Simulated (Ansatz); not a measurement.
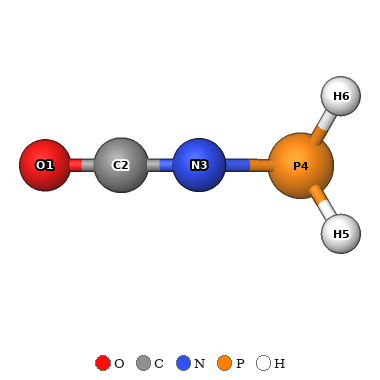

The system is CH2NOP, SMILES O=C=NP; the picture shows the reference structure. 
- The first coordinate is: umbrella angle at P4 (between each of its bonds and their common axis; 90 is planar); the second: change of the bonds P4–N3, P4–H5, P4–H6, all alike.
- Nothing is relaxed (all other coordinates rigid).
- The grid has 15 × 15 points.
- Points are written as (first, second).
- Energies: kJ/mol, counted from the lowest grid point.
- Theory: RHF/def2-TZVP in Ansatz.

Its coordinates:

```yaml
atoms:
  - { symbol: O, position_ang: [1.2078, -2.0560, 1.2437] }
  - { symbol: C, position_ang: [0.7712, -1.1513, 0.6982] }
  - { symbol: N, position_ang: [0.3883, -0.1912, 0.1264] }
  - { symbol: P, position_ang: [-1.0161, 0.5875, -0.4343] }
  - { symbol: H, position_ang: [-0.5740, 0.8742, -1.7351] }
  - { symbol: H, position_ang: [-0.7352, 1.8726, 0.0551] }
```

Range: umbrella angle at P4 (between each of its bonds and their common axis; 90 is planar) from 47.7 to 132.3°; change of the bonds P4–N3, P4–H5, P4–H6, all alike from −0.165 to 0.255 Å.

### What will the energy surface look like?

The lowest grid point is at (120.2°, −0.015 Å). There is a further well near (59.8°, 0.015 Å) (8 kJ/mol above the lowest at that grid point). The highest grid point, (90.0°, 0.255 Å), lies 459 kJ/mol above the lowest. On the interpolated surface the easiest way out of the lowest well to the well at about (61°, 0.00 Å) passes a barrier of about 220 kJ/mol. Round the minimum the two coordinates are weakly coupled (coupling −0.15 in units of the two stiffnesses).

| second ↓, first → | 47.7 | 53.7 | 59.8 | 65.8 | 71.9 | 77.9 | 84.0 | 90.0 | 96.0 | 102.1 | 108.1 | 114.2 | 120.2 | 126.3 | 132.3 |
| --- | --- | --- | --- | --- | --- | --- | --- | --- | --- | --- | --- | --- | --- | --- | --- |
| 0.255 | 222 | 174 | 164 | 187 | 241 | 318 | 407 | 459 | 421 | 334 | 253 | 194 | 164 | 167 | 206 |
| 0.225 | 196 | 146 | 134 | 157 | 210 | 287 | 373 | 422 | 386 | 301 | 221 | 162 | 133 | 138 | 179 |
| 0.195 | 172 | 119 | 106 | 128 | 182 | 258 | 341 | 385 | 352 | 270 | 191 | 133 | 105 | 110 | 154 |
| 0.165 | 151 | 95 | 80 | 102 | 155 | 230 | 311 | 351 | 319 | 241 | 163 | 105 | 78 | 86 | 132 |
| 0.135 | 133 | 74 | 58 | 78 | 131 | 205 | 282 | 319 | 289 | 214 | 138 | 81 | 54 | 64 | 113 |
| 0.105 | 119 | 57 | 38 | 58 | 110 | 183 | 256 | 291 | 262 | 189 | 115 | 59 | 34 | 46 | 99 |
| 0.075 | 109 | 44 | 23 | 42 | 93 | 163 | 234 | 266 | 238 | 168 | 96 | 41 | 18 | 32 | 88 |
| 0.045 | 105 | 35 | 13 | 30 | 79 | 148 | 215 | 245 | 218 | 151 | 81 | 28 | 6 | 22 | 82 |
| 0.015 | 106 | 33 | 8 | 23 | 71 | 138 | 202 | 229 | 203 | 139 | 71 | 20 | 0 | 19 | 83 |
| −0.015 | 115 | 37 | 9 | 22 | 69 | 133 | 194 | 219 | 194 | 133 | 67 | 18 | 0 | 22 | 90 |
| −0.045 | 131 | 49 | 17 | 29 | 73 | 135 | 193 | 217 | 192 | 133 | 70 | 23 | 7 | 32 | 105 |
| −0.075 | 156 | 69 | 34 | 43 | 85 | 145 | 200 | 222 | 198 | 142 | 81 | 36 | 23 | 51 | 128 |
| −0.105 | 191 | 99 | 61 | 67 | 107 | 164 | 216 | 237 | 214 | 159 | 101 | 58 | 48 | 80 | 162 |
| −0.135 | 238 | 140 | 98 | 102 | 140 | 194 | 243 | 262 | 240 | 188 | 132 | 92 | 84 | 120 | 208 |
| −0.165 | 298 | 195 | 149 | 150 | 184 | 236 | 283 | 300 | 279 | 229 | 175 | 138 | 134 | 173 | 266 |

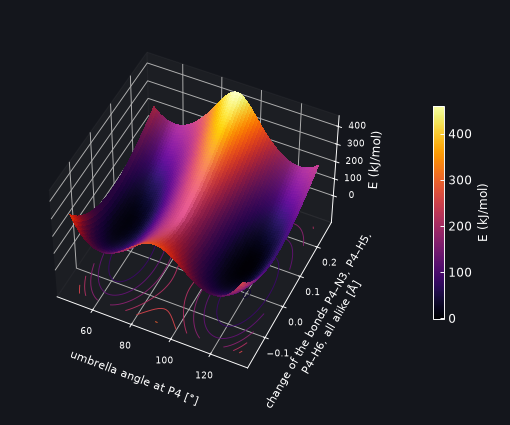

Drawn: a relief with its contours projected below. Between grid points the surface is interpolated.

Time for the 225 points that were run: 3.4 min on 1 thread of AMD EPYC 9R45 (Zen 5) (shared host).
